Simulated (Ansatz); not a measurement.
```yaml
atoms:
  - { symbol: Ta, position_ang: [-0.2466, 0.2163, 0.1039] }
  - { symbol: Cl, position_ang: [2.1706, 0.5972, 0.1414] }
  - { symbol: Cl, position_ang: [-0.0937, 0.2206, 2.4410] }
  - { symbol: O, position_ang: [0.0017, -0.4131, -1.6393] }
  - { symbol: H, position_ang: [0.2684, -1.0744, -2.2869] }
  - { symbol: Cl, position_ang: [-1.1983, 2.2453, -0.2755] }
  - { symbol: Cl, position_ang: [-2.0323, -1.2657, 0.3366] }
  - { symbol: F, position_ang: [1.3491, -2.4300, 0.5357] }
  - { symbol: H, position_ang: [2.1025, -1.9098, 0.6887] }
```

Core potentials replace the inner electrons of Ta; not at a stationary point (largest force 0.8 eV/Å).

Level of theory: RKS B3LYP-D4/def2-SVP in Ansatz.

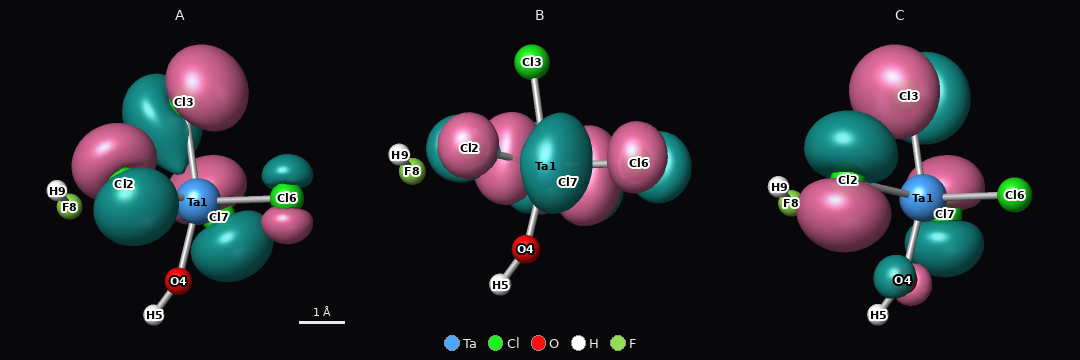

Cl4HOTa···HF. Three frontier orbitals at ±0.1 Å⁻³ᐟ² (teal and pink are the two phases), in no order.

Q: Which picture is the HOMO−1, the HOMO and the LUMO?

A: A is the HOMO−1 (−8.76 eV). It lies mainly on Cl3 (about 35 %), Cl2 (about 30 %) and Cl7 (about 25 %); largely a combination of lone pairs on Cl3, Cl2 and Cl7. C is the HOMO (−8.19 eV). By Hirshfeld shares it lies mainly on Cl3 (about 40 %), Cl2 (about 35 %) and Cl7 (about 15 %); largely a combination of lone pairs on Cl3, Cl2 and Cl7. B is the LUMO (−3.44 eV). By Hirshfeld shares it lies mainly on Ta1 (about 65 %), Cl6 (about 15 %), Cl7 (about 10 %) and Cl2 (about 10 %).

Q: What is the HOMO–LUMO gap?

A: 4.75 eV between the orbital energies.
